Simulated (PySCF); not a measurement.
Molecule: SMILES O=C(O)CC[SiH3]. Atoms near the plane z = 1.2 Å, at the GFN2-xTB optimised geometry (x, y, z in Å): O1 (2.3, -0.1, 0.0), C2 (1.1, -0.1, 0.0), O3 (0.4, -1.2, 0.0), C4 (0.2, 1.1, 0.0), C5 (-0.5, 1.3, 1.4), Si6 (-1.5, -0.2, 1.9), H7 (1.0, -2.0, 0.1), H8 (0.8, 2.0, -0.3), H10 (-1.1, 2.2, 1.3), H11 (0.3, 1.5, 2.1), H13 (-0.7, -1.3, 2.5), H14 (-2.3, -0.7, 0.8).

Computed with B3LYP/def2-TZVP in PySCF. Cells within 0.4 Å of a nucleus heavier than hydrogen are left out (blank, or x). The values are rescaled to run from 0 to 1.

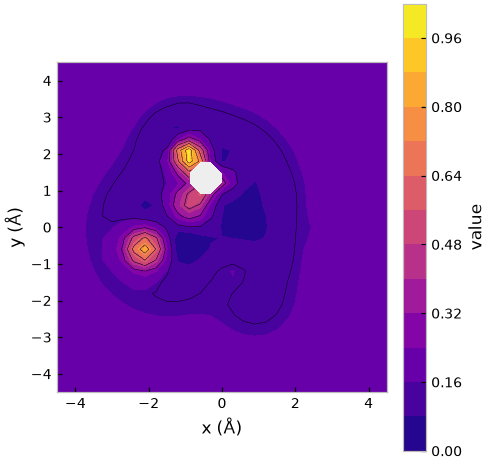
Figure: a field on the plane z = 1.2 Å.

Task: Which quantity is mapped?
A) log10 of the electron density
B) electron localisation function
C) deformation density (molecule minus spherical neutral atoms)
D) an orbital amplitude

Result: C, deformation density (molecule minus spherical neutral atoms). In full: deformation density (molecule minus spherical neutral atoms) (e/bohr³).
